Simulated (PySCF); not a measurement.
**CCSD(T)/6-31G run of SiO2 (silicon dioxide molecule)**

What is the vertical singlet–triplet gap of SiO2 (silicon dioxide molecule) at CCSD(T)/6-31G? Input form: a Python script.

The results are computed with PySCF 2.14.0.

### Step 1. The structure to begin with

The species is SiO2 (3 atoms), meant as a singlet with charge 0. SMILES: `O=[Si]=O`. The coordinates come from a GFN2-xTB relaxation.

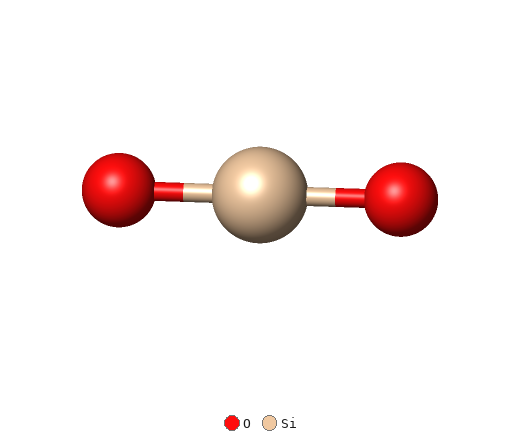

Viewed from a chosen angle; oxygen red, silicon light orange.

### Step 2. The energy at CCSD(T)/6-31G

Input file input.py:

```python
# O=[Si]=O
from pyscf import gto, scf, cc

molecule = gto.M(
    atom=[
    ('O', (0.691230, 1.217290, 0.513740)),
    ('Si', (-0.000730, 0.000440, -0.000160)),
    ('O', (-0.690510, -1.217740, -0.513580)),
],
    spin=0,
    max_memory=1860,
    verbose=3,
    basis='6-31g',
)

calc0 = scf.RHF(molecule)
calc0.conv_tol = 1e-10
calc0.kernel()
if not calc0.converged:
    calc0 = calc0.newton().run(calc0.mo_coeff, calc0.mo_occ)

mycc = cc.CCSD(calc0, frozen=7)
mycc.kernel()
e_t = mycc.ccsd_t()
etot = mycc.e_tot + e_t
print(f'total energy: {etot:.8f} hartree')
```

Launch:

```console
$ OMP_NUM_THREADS=1 python input.py
```

Standard output:

```text
converged SCF energy = -438.458742595845
E(CCSD) = -438.7813022470306  E_corr = -0.3225596511851029
CCSD(T) correction = -0.0156188184058653
total energy: -438.79692107 hartree
```

It took 0.97 s on 1 thread of Arm Neoverse V1, shared host; peak memory 0.11 GiB.

### Step 3. The triplet, same level

Input file job.py:

```python
from pyscf import gto, cc

mol = gto.M(
    atom='''
O      0.691230     1.217290     0.513740
Si    -0.000730     0.000440    -0.000160
O     -0.690510    -1.217740    -0.513580
''',
    max_memory=1860,
    verbose=3,
    charge=0,
    basis='6-31g',
    spin=2,
)

hf = mol.UHF()
hf.conv_tol = 1e-10
hf.kernel()
if not hf.converged:
    hf = hf.newton().run(hf.mo_coeff, hf.mo_occ)

mycc = cc.CCSD(hf, frozen=7)
mycc.kernel()
e_t = mycc.ccsd_t()
e_final = mycc.e_tot + e_t
print(f'total energy: {e_final:.8f} hartree')
```

Launch:

```console
$ OMP_NUM_THREADS=1 python job.py
```

Standard output:

```text
WARN: HOMO -0.105605568743419 >= LUMO -0.497517467885124

converged SCF energy = -438.340581264994  <S^2> = 2.2640168  2S+1 = 3.1711303
E(UCCSD) = -438.6414212256765  E_corr = -0.3008399606821225
UCCSD(T) correction = -0.0106027126580787
total energy: -438.65202394 hartree
```

Wall time 1.9 s (1 thread of Arm Neoverse V1, shared host); peak memory 0.13 GiB.

### Step 4. What came out

Level: CCSD(T)/6-31G, 7 core orbitals frozen.

| quantity | value |
| --- | --- |
| singlet: total energy | -438.79692 Eh |
| singlet: dipole moment (Hartree–Fock density) | 0.01 D |
| singlet: HOMO energy (Hartree–Fock orbitals) | -13.58 eV |
| singlet: LUMO energy (Hartree–Fock orbitals) | -0.03 eV |
| singlet: HOMO–LUMO gap (Hartree–Fock orbitals) | 13.56 eV |
| singlet: correlation energy (7 core orbitals frozen) | -338.2 mEh |
| singlet: (T) correction | -15.62 mEh |
| singlet: T1 diagnostic | 0.029 |
| triplet: total energy | -438.65202 Eh |
| triplet: dipole moment (Hartree–Fock density) | 0.01 D |
| triplet: HOMO energy (Hartree–Fock orbitals) (highest over α and β) | -8.23 eV |
| triplet: LUMO energy (Hartree–Fock orbitals) (lowest over α and β) | -1.35 eV |
| triplet: correlation energy (7 core orbitals frozen) | -311.4 mEh |
| triplet: (T) correction | -10.60 mEh |
| triplet: ⟨S²⟩ of the reference determinant | 2.264 |
| triplet: T1 diagnostic | 0.056 |
| vertical energy of the triplet above the singlet | 3.943 eV |

**Reading.** At this shape the triplet lies 3.94 eV (91 kcal/mol) above the singlet. The T1 diagnostic (singlet) of 0.029 is above the customary mark for such species, so a single reference may not serve. Mulliken charges (singlet) of the mean-field density run from -0.76 on O1 to +1.52 on Si2; they depend strongly on the basis. The triples (singlet) make up 4.6 % of the correlation energy. ⟨S²⟩ (triplet) is 2.26 where a pure triplet has 2.00: the reference is spin-contaminated. The T1 diagnostic (triplet) of 0.056 is above the customary mark for such species, so a single reference may not serve.
